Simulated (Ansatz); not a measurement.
BCl$_{3}$H$_{4}$OSi

Input

```
crystal:
  periodic: [false, false, false]
  atoms:
    - { symbol: B, position_ang: [0.034803, 0.414699, 0.070489] }
    - { symbol: Cl, position_ang: [-0.002373, 0.769831, 1.856009] }
    - { symbol: Cl, position_ang: [1.5251, 0.559549, -0.788743] }
    - { symbol: Cl, position_ang: [-1.480972, 0.195147, -0.75169] }
    - { symbol: O, position_ang: [0.290708, -2.109872, 0.635017] }
    - { symbol: Si, position_ang: [-0.708653, -3.178347, -0.185146] }
    - { symbol: H, position_ang: [-0.01536, -4.50453, -0.320895] }
    - { symbol: H, position_ang: [-2.003862, -3.37457, 0.561563] }
    - { symbol: H, position_ang: [-0.988137, -2.61904, -1.551639] }
    - { symbol: H, position_ang: [0.009146, -1.776367, 1.523435] }
basis:
  gaussian: { orbitals: def2-SVP }
hamiltonian:
  xc: lda
relax:
  f_tol: 0.03
  max_steps: 50
output:
  orbitals: {}
```

Launched as:

```sh
ansatz run input.yaml --threads 4 --pin off --max-ram 5120MiB --backend cpu --events-out ev --progress --plain --runs-dir out
```

The fields are those of the run's last geometry, not of the input's.

All numbers below come from Ansatz 0.2.0, RKS LDA/def2-SVP.

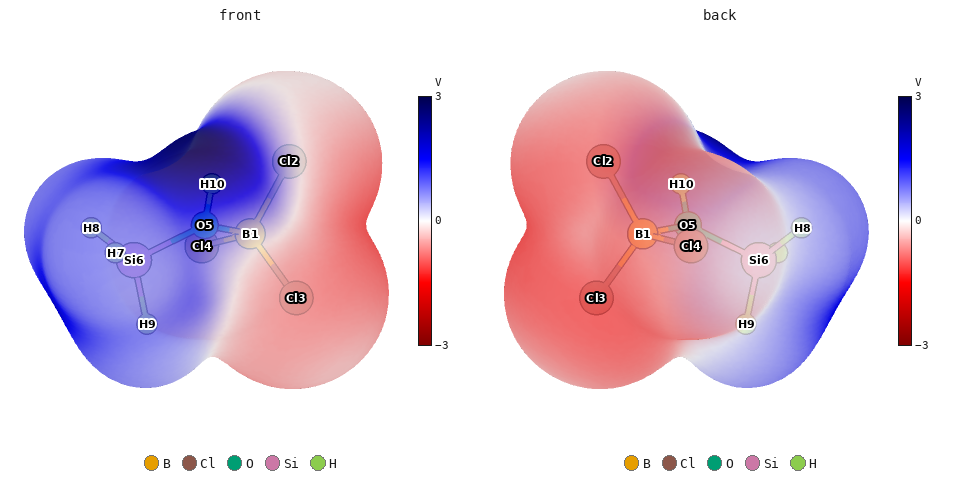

Figure 1. The molecular electrostatic potential painted on the density surface at 0.001 e/bohr³, seen from the front and from behind; the colour scale runs from red (negative) to blue (positive).

### Describe the electrostatic potential map.

The most negative region (about −1.0 V) lies over Cl2, Cl3 and Cl4, the most positive (about +2.8 V) over H10.

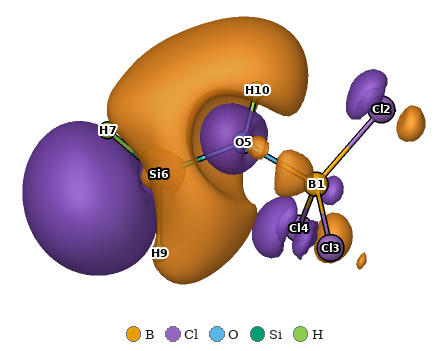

Figure 2. The LUMO at ±0.08 Å⁻³ᐟ² (orange and purple are the two phases), seen across its widest extent.

### What is the character of this orbital?

By Hirshfeld shares it lies mainly on Si6 (about 55 %), O5 (about 10 %) and H10 (about 10 %). Its energy is −1.86 eV.

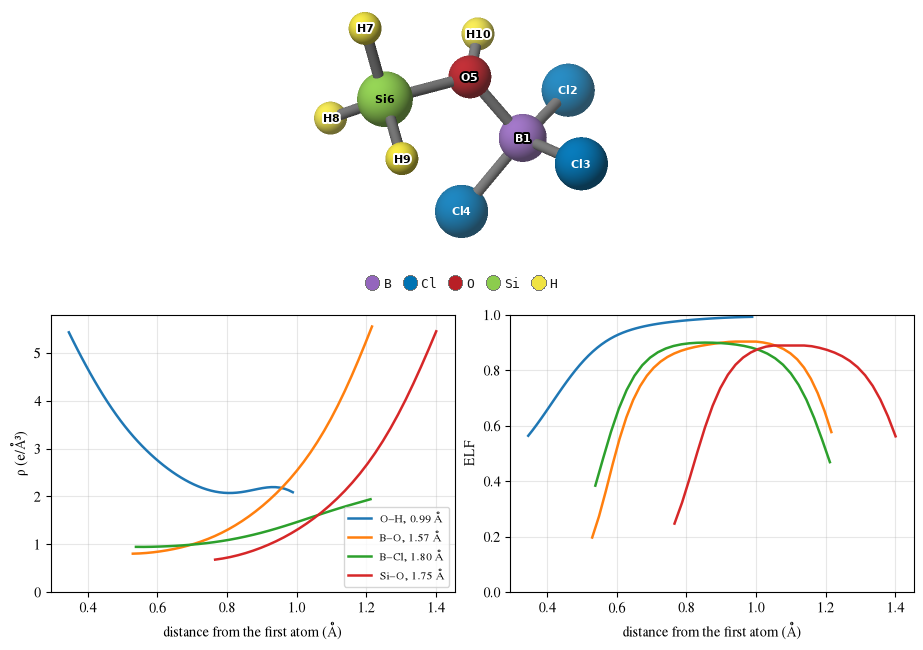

Figure 3. Total electron density and ELF along straight lines between neighbouring atoms. The curves leave out the atomic cores. The structure is drawn too.

### Compare the contacts.

O–H (0.99 Å): ρ is about 3.6 e/Å³ halfway; the ELF climbs to about 1 towards the hydrogen, as it does in any bond to H: a covalent bond by its length.
B–O (1.57 Å): the density is about 1.2 e/Å³ at the midpoint; the ELF peaks at about 0.90 between the atoms; a shared but strongly polarised pair.
B–Cl (1.80 Å): the density is about 1.2 e/Å³ at the midpoint, with its minimum of 0.95 e/Å³ about 0.6 Å from B; the ELF peaks at about 0.90 between the atoms; a shared but strongly polarised pair.
Si–O (1.75 Å): ρ at the midpoint is about 0.87 e/Å³; the ELF peaks at about 0.90 between the atoms: a polar covalent bond.

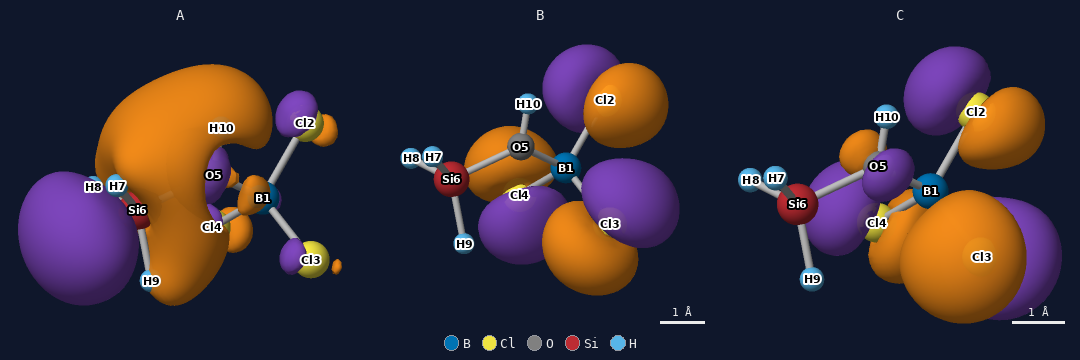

Figure 4. Three frontier orbitals at ±0.08 Å⁻³ᐟ² (orange and purple are the two phases), in no order.

### Order the three orbitals by energy and name them.

C is the HOMO−1 (−6.96 eV). Its weight (Hirshfeld) is mainly on Cl3 (about 60 %), Cl4 (about 15 %) and Cl2 (about 15 %). B is the HOMO (−6.57 eV). It lies mainly on Cl3 (about 45 %), Cl4 (about 30 %) and Cl2 (about 25 %); largely a combination of lone pairs on Cl3, Cl4 and Cl2. A is the LUMO (−1.86 eV). It lies mainly on Si6 (about 55 %), O5 (about 10 %) and H10 (about 10 %).

### What is the HOMO–LUMO gap?

4.71 eV between the orbital energies.
